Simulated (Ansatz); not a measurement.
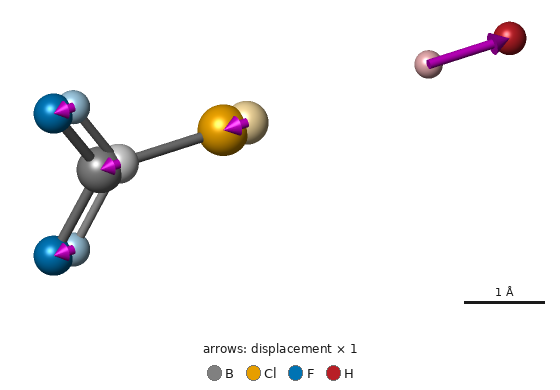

A relaxation of BHClF₂ (multiplicity 2). The starting structure is drawn faded, the final one solid; purple arrows show the displacements, at their true length. The two geometries are superimposed by the best rigid fit.

Style: ball-and-stick. Shown from a free direction.

The run prepares an end point of a later path (reaction) calculation, from a guessed geometry.

All numbers below come from UHF/def2-SVP (Ansatz). Settings: collinear spin; force threshold 0.03 eV/Å; at most 50 steps.

**What happened in the run?**

The energy falls by 3.47 kcal/mol in 10 accepted moves (11 points after the start). Largest force component: 1.7 eV/Å at the start, 0.011 eV/Å at the end. The line search rejected the trial step at point 7 of the run. The H atom moves most after the best rigid fit: 1.15 Å. By element the largest moves are H 1.15 Å, Cl 0.33 Å, F 0.28 Å, B 0.27 Å. Among the contacts that change: B–Cl 1.813 → 1.748 Å, B–F 1.293 → 1.298 Å. Cost: 12 s on 1 thread of Arm Neoverse V1 (shared host), peak memory 0.12 GiB.

Limits of the set-up: the start holds two separate molecules, 2.6 Å apart at their closest, whose relative position is a soft coordinate and is computed without a dispersion correction; Hartree-Fock leaves out electron correlation.
